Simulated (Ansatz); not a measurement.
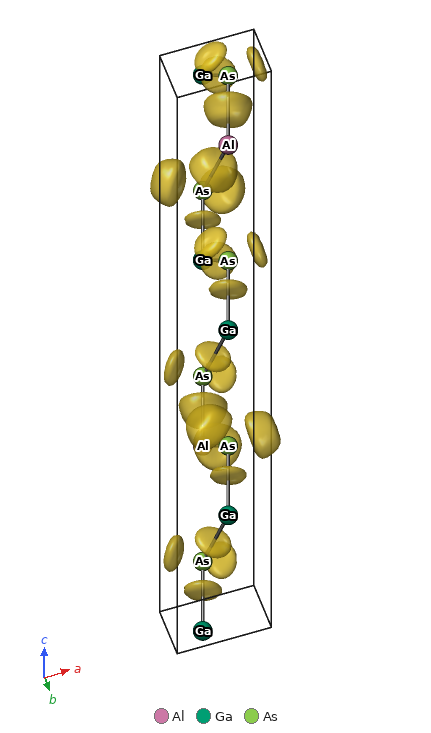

Figure 1: AlGa2As3. Isosurface of the ELF at 0.7 (yellow), seen at an oblique angle. Core shells and regions of very low density are left out. Sticks mark near contacts.

Space group P6₃mc; a structure generated by program, which may or may not match a known phase.

Theory: DFT PBE, scalar-relativistic, plane waves, PAW in Ansatz 0.2.0.

In a PAW calculation such maps are meaningful between the atoms, not at the nuclei.

Q: Where are the electrons localised?

A: The ELF exceeds this value in eight regions between bonded Al–As atoms (shared pairs) and 16 regions between bonded As–Ga atoms (shared pairs), counted in one cell of 12 atoms. Regions shared between cells count once.

Values along the shortest contacts:
Al–As (2.48 Å): the ELF peaks at about 0.90 between the atoms, as expected for a shared electron pair. Ga–As (2.48 Å): the ELF peaks at about 0.80 between the atoms; localised, covalent bonding.
